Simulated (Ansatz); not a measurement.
**Molecular dynamics of AlH2Cl2F (part 1 of 3)**

The run: molecular dynamics of AlH2Cl2F. Method and program: RKS PBE-D4/def2-SVP (Ansatz 0.2.0).

It belongs to a series of runs on one base structure; here: dynamics from the highest image of the converged band. Figures and captions count atoms from 1; the log counts them from 0 in places.

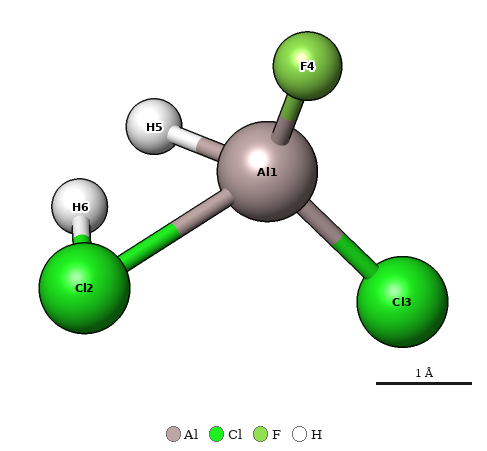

The structure as given in the input (ball-and-stick view, seen at a tilt; atoms are numbered from 1 in the order of the input). Sticks mark near contacts.

**Input file**
```yaml
crystal:
  periodic: [false, false, false]
  atoms:
    - { symbol: Al, position_ang: [0.134265, -0.458239, -0.120527] }
    - { symbol: Cl, position_ang: [0.123393, 0.100718, 2.275377] }
    - { symbol: Cl, position_ang: [1.845101, 0.369442, -1.017127] }
    - { symbol: F, position_ang: [-1.389411, -0.047676, -0.680641] }
    - { symbol: H, position_ang: [0.264478, -1.949264, 0.552655] }
    - { symbol: H, position_ang: [0.214375, -1.202481, 1.755262] }
basis:
  gaussian: { orbitals: def2-SVP }
hamiltonian:
  xc: pbe
  dispersion: d4
md:
  timestep: 0.5
  n_steps: 200
  ensemble: nve
  temperature: 100.0
  initial_velocities: maxwell_boltzmann
  seed: 6856
```

Run as:
```bash
ansatz run input.yaml --threads 1 --pin off --max-ram 2048MiB --backend cpu --events-out ev --progress --plain --runs-dir out
```

**Output**
```
Engine: ansatz 0.2.0, aarch64-unknown-linux-gnu
Functional definition: PBE
  parameter kappa = 0.804
  parameter beta = 0.06672455060314922
  exchange = pbe_x(kappa = kappa, mu = beta*pi^2/3)
  correlation = pbe_c(beta = beta)
847 factors; their error is unknown
mean field evaluation 1: about -34364.0889 eV, gradient 3.9e1 eV
mean field evaluation 2: about -34349.3061 eV, gradient 1.0e2 eV
mean field evaluation 4: about -34366.6990 eV, gradient 4.2e0 eV
mean field evaluation 8: about -34366.7463 eV, gradient 5.0e-2 eV
mean field evaluation 16: about -34366.6949 eV, gradient 4.1e-5 eV
mean field -34366.69492336 eV, -1262.9527438508 hartree, gradient 4.1e-5 eV, S^2 0.000000; 0 other end points of the search recorded, 0 dependent functions left out
the calculation of the forces begins
reference -34366.69495951 eV, -1262.9527451795 hartree; 29, 29 occupied and 49, 49 virtual orbitals, 847 factors
md step     0: t =     0.00 fs  T =   100.0 K  F+E_penalty+E_count = -34366.83135647 eV  E_kin = 0.051704 eV  conserved = -34366.77965247 eV  (25 SCF iters)
these checks for a lower state are left out or cut short: starts, cluster_reference, orbital_swaps, neighbouring_geometries, increment
847 factors; their error is unknown
mean field -34366.69462344 eV, -1262.9527328290 hartree, gradient 1.9e-5 eV, S^2 0.000000; 0 other end points of the search recorded, 0 dependent functions left out
the calculation of the forces begins
reference -34366.69465958 eV, -1262.9527341573 hartree; 29, 29 occupied and 49, 49 virtual orbitals, 847 factors
md step     1: t =     0.50 fs  T =    99.4 K  F+E_penalty+E_count = -34366.83106102 eV  E_kin = 0.051410 eV  conserved = -34366.77965127 eV  (28 SCF iters)
[... from here on the SCF iterations and repeated set-up lines of each step are left out, up to the last step ...]
md step     2: t =     1.00 fs  T =    97.9 K  F+E_penalty+E_count = -34366.83024601 eV  E_kin = 0.050598 eV  conserved = -34366.77964795 eV  (28 SCF iters)
md step     3: t =     1.50 fs  T =    95.4 K  F+E_penalty+E_count = -34366.82896384 eV  E_kin = 0.049321 eV  conserved = -34366.77964279 eV  (28 SCF iters)
md step     4: t =     2.00 fs  T =    92.2 K  F+E_penalty+E_count = -34366.82729611 eV  E_kin = 0.047660 eV  conserved = -34366.77963627 eV  (28 SCF iters)
md step     5: t =     2.50 fs  T =    88.4 K  F+E_penalty+E_count = -34366.82534584 eV  E_kin = 0.045717 eV  conserved = -34366.77962903 eV  (21 SCF iters)
md step     6: t =     3.00 fs  T =    84.3 K  F+E_penalty+E_count = -34366.82322722 eV  E_kin = 0.043605 eV  conserved = -34366.77962185 eV  (21 SCF iters)
md step     7: t =     3.50 fs  T =    80.1 K  F+E_penalty+E_count = -34366.82105393 eV  E_kin = 0.041438 eV  conserved = -34366.77961556 eV  (21 SCF iters)
md step     8: t =     4.00 fs  T =    76.0 K  F+E_penalty+E_count = -34366.81892715 eV  E_kin = 0.039317 eV  conserved = -34366.77961050 eV  (21 SCF iters)
md step     9: t =     4.50 fs  T =    72.2 K  F+E_penalty+E_count = -34366.81692660 eV  E_kin = 0.037319 eV  conserved = -34366.77960726 eV  (21 SCF iters)
md step    10: t =     5.00 fs  T =    68.7 K  F+E_penalty+E_count = -34366.81510338 eV  E_kin = 0.035497 eV  conserved = -34366.77960597 eV  (21 SCF iters)
md step    11: t =     5.50 fs  T =    65.5 K  F+E_penalty+E_count = -34366.81347779 eV  E_kin = 0.033871 eV  conserved = -34366.77960650 eV  (21 SCF iters)
md step    12: t =     6.00 fs  T =    62.7 K  F+E_penalty+E_count = -34366.81204129 eV  E_kin = 0.032433 eV  conserved = -34366.77960848 eV  (21 SCF iters)
md step    13: t =     6.50 fs  T =    60.2 K  F+E_penalty+E_count = -34366.81076266 eV  E_kin = 0.031151 eV  conserved = -34366.77961132 eV  (21 SCF iters)
md step    14: t =     7.00 fs  T =    58.0 K  F+E_penalty+E_count = -34366.80959694 eV  E_kin = 0.029983 eV  conserved = -34366.77961430 eV  (21 SCF iters)
md step    15: t =     7.50 fs  T =    55.9 K  F+E_penalty+E_count = -34366.80849609 eV  E_kin = 0.028879 eV  conserved = -34366.77961688 eV  (21 SCF iters)
md step    16: t =     8.00 fs  T =    53.8 K  F+E_penalty+E_count = -34366.80741879 eV  E_kin = 0.027800 eV  conserved = -34366.77961850 eV  (21 SCF iters)
md step    17: t =     8.50 fs  T =    51.7 K  F+E_penalty+E_count = -34366.80633900 eV  E_kin = 0.026720 eV  conserved = -34366.77961881 eV  (21 SCF iters)
md step    18: t =     9.00 fs  T =    49.6 K  F+E_penalty+E_count = -34366.80525104 eV  E_kin = 0.025633 eV  conserved = -34366.77961765 eV  (22 SCF iters)
md step    19: t =     9.50 fs  T =    47.5 K  F+E_penalty+E_count = -34366.80417149 eV  E_kin = 0.024556 eV  conserved = -34366.77961530 eV  (22 SCF iters)
md step    20: t =    10.00 fs  T =    45.5 K  F+E_penalty+E_count = -34366.80313675 eV  E_kin = 0.023525 eV  conserved = -34366.77961200 eV  (22 SCF iters)
md step    21: t =    10.50 fs  T =    43.7 K  F+E_penalty+E_count = -34366.80219820 eV  E_kin = 0.022590 eV  conserved = -34366.77960823 eV  (22 SCF iters)
md step    22: t =    11.00 fs  T =    42.2 K  F+E_penalty+E_count = -34366.80141509 eV  E_kin = 0.021811 eV  conserved = -34366.77960455 eV  (26 SCF iters)
md step    23: t =    11.50 fs  T =    41.1 K  F+E_penalty+E_count = -34366.80084622 eV  E_kin = 0.021245 eV  conserved = -34366.77960129 eV  (19 SCF iters)
md step    24: t =    12.00 fs  T =    40.5 K  F+E_penalty+E_count = -34366.80054288 eV  E_kin = 0.020944 eV  conserved = -34366.77959895 eV  (19 SCF iters)
md step    25: t =    12.50 fs  T =    40.5 K  F+E_penalty+E_count = -34366.80054214 eV  E_kin = 0.020944 eV  conserved = -34366.77959778 eV  (18 SCF iters)
md step    26: t =    13.00 fs  T =    41.1 K  F+E_penalty+E_count = -34366.80086278 eV  E_kin = 0.021265 eV  conserved = -34366.77959789 eV  (18 SCF iters)
md step    27: t =    13.50 fs  T =    42.4 K  F+E_penalty+E_count = -34366.80150342 eV  E_kin = 0.021904 eV  conserved = -34366.77959926 eV  (19 SCF iters)
md step    28: t =    14.00 fs  T =    44.2 K  F+E_penalty+E_count = -34366.80244279 eV  E_kin = 0.022841 eV  conserved = -34366.77960175 eV  (19 SCF iters)
md step    29: t =    14.50 fs  T =    46.5 K  F+E_penalty+E_count = -34366.80364193 eV  E_kin = 0.024037 eV  conserved = -34366.77960510 eV  (22 SCF iters)
md step    30: t =    15.00 fs  T =    49.2 K  F+E_penalty+E_count = -34366.80504776 eV  E_kin = 0.025439 eV  conserved = -34366.77960905 eV  (22 SCF iters)
md step    31: t =    15.50 fs  T =    52.2 K  F+E_penalty+E_count = -34366.80659735 eV  E_kin = 0.026984 eV  conserved = -34366.77961334 eV  (21 SCF iters)
md step    32: t =    16.00 fs  T =    55.3 K  F+E_penalty+E_count = -34366.80822261 eV  E_kin = 0.028605 eV  conserved = -34366.77961767 eV  (21 SCF iters)
md step    33: t =    16.50 fs  T =    58.5 K  F+E_penalty+E_count = -34366.80985472 eV  E_kin = 0.030233 eV  conserved = -34366.77962180 eV  (21 SCF iters)
md step    34: t =    17.00 fs  T =    61.5 K  F+E_penalty+E_count = -34366.81142823 eV  E_kin = 0.031803 eV  conserved = -34366.77962552 eV  (21 SCF iters)
md step    35: t =    17.50 fs  T =    64.3 K  F+E_penalty+E_count = -34366.81288446 eV  E_kin = 0.033256 eV  conserved = -34366.77962858 eV  (21 SCF iters)
md step    36: t =    18.00 fs  T =    66.8 K  F+E_penalty+E_count = -34366.81417443 eV  E_kin = 0.034543 eV  conserved = -34366.77963100 eV  (21 SCF iters)
md step    37: t =    18.50 fs  T =    68.9 K  F+E_penalty+E_count = -34366.81526036 eV  E_kin = 0.035628 eV  conserved = -34366.77963267 eV  (21 SCF iters)
md step    38: t =    19.00 fs  T =    70.6 K  F+E_penalty+E_count = -34366.81611674 eV  E_kin = 0.036483 eV  conserved = -34366.77963360 eV  (21 SCF iters)
md step    39: t =    19.50 fs  T =    71.7 K  F+E_penalty+E_count = -34366.81673019 eV  E_kin = 0.037096 eV  conserved = -34366.77963379 eV  (21 SCF iters)
md step    40: t =    20.00 fs  T =    72.5 K  F+E_penalty+E_count = -34366.81709859 eV  E_kin = 0.037465 eV  conserved = -34366.77963339 eV  (21 SCF iters)
md step    41: t =    20.50 fs  T =    72.7 K  F+E_penalty+E_count = -34366.81722924 eV  E_kin = 0.037597 eV  conserved = -34366.77963261 eV  (21 SCF iters)
md step    42: t =    21.00 fs  T =    72.5 K  F+E_penalty+E_count = -34366.81713613 eV  E_kin = 0.037505 eV  conserved = -34366.77963148 eV  (21 SCF iters)
md step    43: t =    21.50 fs  T =    72.0 K  F+E_penalty+E_count = -34366.81683783 eV  E_kin = 0.037208 eV  conserved = -34366.77963028 eV  (21 SCF iters)
md step    44: t =    22.00 fs  T =    71.0 K  F+E_penalty+E_count = -34366.81635434 eV  E_kin = 0.036725 eV  conserved = -34366.77962904 eV  (22 SCF iters)
md step    45: t =    22.50 fs  T =    69.8 K  F+E_penalty+E_count = -34366.81570549 eV  E_kin = 0.036078 eV  conserved = -34366.77962789 eV  (21 SCF iters)
md step    46: t =    23.00 fs  T =    68.2 K  F+E_penalty+E_count = -34366.81490958 eV  E_kin = 0.035283 eV  conserved = -34366.77962685 eV  (21 SCF iters)
md step    47: t =    23.50 fs  T =    66.5 K  F+E_penalty+E_count = -34366.81398317 eV  E_kin = 0.034357 eV  conserved = -34366.77962586 eV  (21 SCF iters)
md step    48: t =    24.00 fs  T =    64.4 K  F+E_penalty+E_count = -34366.81294193 eV  E_kin = 0.033317 eV  conserved = -34366.77962486 eV  (26 SCF iters)
md step    49: t =    24.50 fs  T =    62.2 K  F+E_penalty+E_count = -34366.81180175 eV  E_kin = 0.032178 eV  conserved = -34366.77962358 eV  (21 SCF iters)
md step    50: t =    25.00 fs  T =    59.9 K  F+E_penalty+E_count = -34366.81058104 eV  E_kin = 0.030959 eV  conserved = -34366.77962225 eV  (21 SCF iters)
md step    51: t =    25.50 fs  T =    57.4 K  F+E_penalty+E_count = -34366.80930111 eV  E_kin = 0.029680 eV  conserved = -34366.77962067 eV  (21 SCF iters)
md step    52: t =    26.00 fs  T =    54.9 K  F+E_penalty+E_count = -34366.80798743 eV  E_kin = 0.028369 eV  conserved = -34366.77961885 eV  (21 SCF iters)
md step    53: t =    26.50 fs  T =    52.3 K  F+E_penalty+E_count = -34366.80666922 eV  E_kin = 0.027052 eV  conserved = -34366.77961687 eV  (22 SCF iters)
md step    54: t =    27.00 fs  T =    49.8 K  F+E_penalty+E_count = -34366.80537829 eV  E_kin = 0.025763 eV  conserved = -34366.77961482 eV  (22 SCF iters)
md step    55: t =    27.50 fs  T =    47.5 K  F+E_penalty+E_count = -34366.80414746 eV  E_kin = 0.024535 eV  conserved = -34366.77961283 eV  (22 SCF iters)
md step    56: t =    28.00 fs  T =    45.3 K  F+E_penalty+E_count = -34366.80300857 eV  E_kin = 0.023398 eV  conserved = -34366.77961100 eV  (22 SCF iters)
md step    57: t =    28.50 fs  T =    43.3 K  F+E_penalty+E_count = -34366.80199095 eV  E_kin = 0.022382 eV  conserved = -34366.77960945 eV  (22 SCF iters)
md step    58: t =    29.00 fs  T =    41.6 K  F+E_penalty+E_count = -34366.80112009 eV  E_kin = 0.021512 eV  conserved = -34366.77960816 eV  (22 SCF iters)
md step    59: t =    29.50 fs  T =    40.2 K  F+E_penalty+E_count = -34366.80041713 eV  E_kin = 0.020810 eV  conserved = -34366.77960705 eV  (22 SCF iters)
md step    60: t =    30.00 fs  T =    39.2 K  F+E_penalty+E_count = -34366.79989920 eV  E_kin = 0.020293 eV  conserved = -34366.77960626 eV  (22 SCF iters)
md step    61: t =    30.50 fs  T =    38.6 K  F+E_penalty+E_count = -34366.79957899 eV  E_kin = 0.019973 eV  conserved = -34366.77960556 eV  (28 SCF iters)
md step    62: t =    31.00 fs  T =    38.4 K  F+E_penalty+E_count = -34366.79946592 eV  E_kin = 0.019861 eV  conserved = -34366.77960504 eV  (28 SCF iters)
md step    63: t =    31.50 fs  T =    38.6 K  F+E_penalty+E_count = -34366.79956573 eV  E_kin = 0.019961 eV  conserved = -34366.77960473 eV  (28 SCF iters)
md step    64: t =    32.00 fs  T =    39.2 K  F+E_penalty+E_count = -34366.79988048 eV  E_kin = 0.020276 eV  conserved = -34366.77960460 eV  (28 SCF iters)
md step    65: t =    32.50 fs  T =    40.2 K  F+E_penalty+E_count = -34366.80040820 eV  E_kin = 0.020803 eV  conserved = -34366.77960482 eV  (28 SCF iters)
md step    66: t =    33.00 fs  T =    41.7 K  F+E_penalty+E_count = -34366.80114191 eV  E_kin = 0.021537 eV  conserved = -34366.77960540 eV  (28 SCF iters)
md step    67: t =    33.50 fs  T =    43.4 K  F+E_penalty+E_count = -34366.80206905 eV  E_kin = 0.022463 eV  conserved = -34366.77960637 eV  (28 SCF iters)
md step    68: t =    34.00 fs  T =    45.6 K  F+E_penalty+E_count = -34366.80317086 eV  E_kin = 0.023563 eV  conserved = -34366.77960777 eV  (28 SCF iters)
md step    69: t =    34.50 fs  T =    48.0 K  F+E_penalty+E_count = -34366.80442187 eV  E_kin = 0.024812 eV  conserved = -34366.77960938 eV  (28 SCF iters)
md step    70: t =    35.00 fs  T =    50.6 K  F+E_penalty+E_count = -34366.80579093 eV  E_kin = 0.026179 eV  conserved = -34366.77961160 eV  (26 SCF iters)
md step    71: t =    35.50 fs  T =    53.4 K  F+E_penalty+E_count = -34366.80724053 eV  E_kin = 0.027626 eV  conserved = -34366.77961414 eV  (28 SCF iters)
md step    72: t =    36.00 fs  T =    56.3 K  F+E_penalty+E_count = -34366.80872880 eV  E_kin = 0.029112 eV  conserved = -34366.77961694 eV  (28 SCF iters)
md step    73: t =    36.50 fs  T =    59.2 K  F+E_penalty+E_count = -34366.81021072 eV  E_kin = 0.030591 eV  conserved = -34366.77961984 eV  (28 SCF iters)
md step    74: t =    37.00 fs  T =    61.9 K  F+E_penalty+E_count = -34366.81163986 eV  E_kin = 0.032017 eV  conserved = -34366.77962276 eV  (28 SCF iters)
md step    75: t =    37.50 fs  T =    64.5 K  F+E_penalty+E_count = -34366.81297014 eV  E_kin = 0.033345 eV  conserved = -34366.77962559 eV  (28 SCF iters)
md step    76: t =    38.00 fs  T =    66.8 K  F+E_penalty+E_count = -34366.81415757 eV  E_kin = 0.034529 eV  conserved = -34366.77962815 eV  (28 SCF iters)
md step    77: t =    38.50 fs  T =    68.7 K  F+E_penalty+E_count = -34366.81516203 eV  E_kin = 0.035532 eV  conserved = -34366.77963046 eV  (28 SCF iters)
md step    78: t =    39.00 fs  T =    70.2 K  F+E_penalty+E_count = -34366.81594844 eV  E_kin = 0.036316 eV  conserved = -34366.77963240 eV  (28 SCF iters)
md step    79: t =    39.50 fs  T =    71.3 K  F+E_penalty+E_count = -34366.81648809 eV  E_kin = 0.036854 eV  conserved = -34366.77963390 eV  (28 SCF iters)
md step    80: t =    40.00 fs  T =    71.8 K  F+E_penalty+E_count = -34366.81675958 eV  E_kin = 0.037125 eV  conserved = -34366.77963491 eV  (28 SCF iters)
md step    81: t =    40.50 fs  T =    71.8 K  F+E_penalty+E_count = -34366.81674958 eV  E_kin = 0.037114 eV  conserved = -34366.77963538 eV  (28 SCF iters)
md step    82: t =    41.00 fs  T =    71.2 K  F+E_penalty+E_count = -34366.81645349 eV  E_kin = 0.036818 eV  conserved = -34366.77963529 eV  (28 SCF iters)
md step    83: t =    41.50 fs  T =    70.1 K  F+E_penalty+E_count = -34366.81587592 eV  E_kin = 0.036241 eV  conserved = -34366.77963459 eV  (28 SCF iters)
md step    84: t =    42.00 fs  T =    68.5 K  F+E_penalty+E_count = -34366.81503123 eV  E_kin = 0.035398 eV  conserved = -34366.77963326 eV  (28 SCF iters)
md step    85: t =    42.50 fs  T =    66.4 K  F+E_penalty+E_count = -34366.81394380 eV  E_kin = 0.034313 eV  conserved = -34366.77963128 eV  (28 SCF iters)
md step    86: t =    43.00 fs  T =    63.9 K  F+E_penalty+E_count = -34366.81264827 eV  E_kin = 0.033020 eV  conserved = -34366.77962865 eV  (28 SCF iters)
md step    87: t =    43.50 fs  T =    61.0 K  F+E_penalty+E_count = -34366.81118953 eV  E_kin = 0.031564 eV  conserved = -34366.77962542 eV  (28 SCF iters)
md step    88: t =    44.00 fs  T =    58.0 K  F+E_penalty+E_count = -34366.80962222 eV  E_kin = 0.030001 eV  conserved = -34366.77962157 eV  (28 SCF iters)
md step    89: t =    44.50 fs  T =    54.9 K  F+E_penalty+E_count = -34366.80801017 eV  E_kin = 0.028393 eV  conserved = -34366.77961721 eV  (26 SCF iters)
md step    90: t =    45.00 fs  T =    51.9 K  F+E_penalty+E_count = -34366.80642522 eV  E_kin = 0.026813 eV  conserved = -34366.77961268 eV  (28 SCF iters)
md step    91: t =    45.50 fs  T =    49.0 K  F+E_penalty+E_count = -34366.80494471 eV  E_kin = 0.025337 eV  conserved = -34366.77960763 eV  (28 SCF iters)
md step    92: t =    46.00 fs  T =    46.5 K  F+E_penalty+E_count = -34366.80365058 eV  E_kin = 0.024048 eV  conserved = -34366.77960232 eV  (28 SCF iters)
md step    93: t =    46.50 fs  T =    44.5 K  F+E_penalty+E_count = -34366.80262656 eV  E_kin = 0.023029 eV  conserved = -34366.77959719 eV  (28 SCF iters)
md step    94: t =    47.00 fs  T =    43.3 K  F+E_penalty+E_count = -34366.80195491 eV  E_kin = 0.022363 eV  conserved = -34366.77959226 eV  (28 SCF iters)
```
